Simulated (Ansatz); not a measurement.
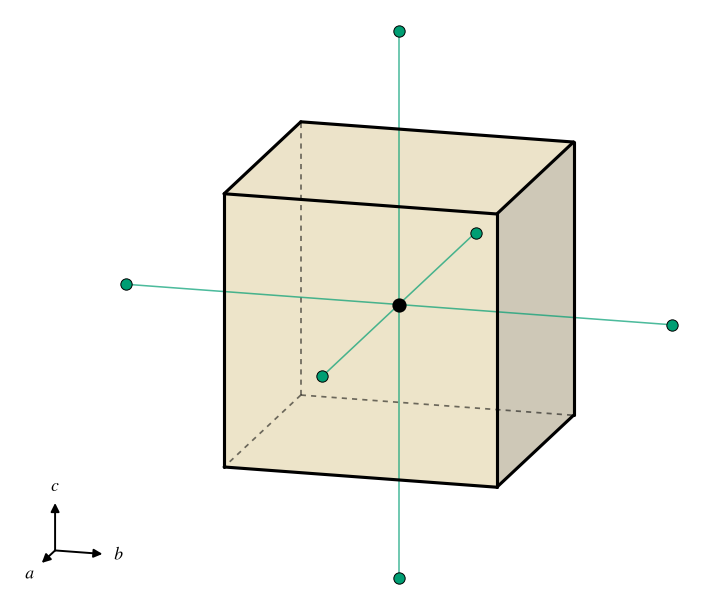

The Wigner–Seitz cell of the crystal's lattice, with lines to the lattice points that define its faces. Crystal: NaGeCl3, coordinates from a relaxation with DFT, r2SCAN+rVV10, plane waves, PAW (Ansatz 0.2.0); the starting structure was generated, so it need not be a known form of this composition. Geometry calculated from the standardised cell; symmetry tolerance 0.002 Å.

a = 5.160 Å, b = 5.160 Å, c = 5.160 Å, α = 90.00°, β = 90.00°, γ = 90.00°; space group Pm-3m, No. 221.

Which of Fedorov's five parallelohedra is it?

Answer. A parallelepiped: 6 faces (6 with 4 edges), 12 edges, 8 vertices. Its volume is that of the primitive cell, 137.4 Å³.

Which lattice vectors do the faces bisect?

Answer.
```tsv
example	length (Å)	faces	edges of each	area (Å²)
a	5.16	6	4	26.6
```
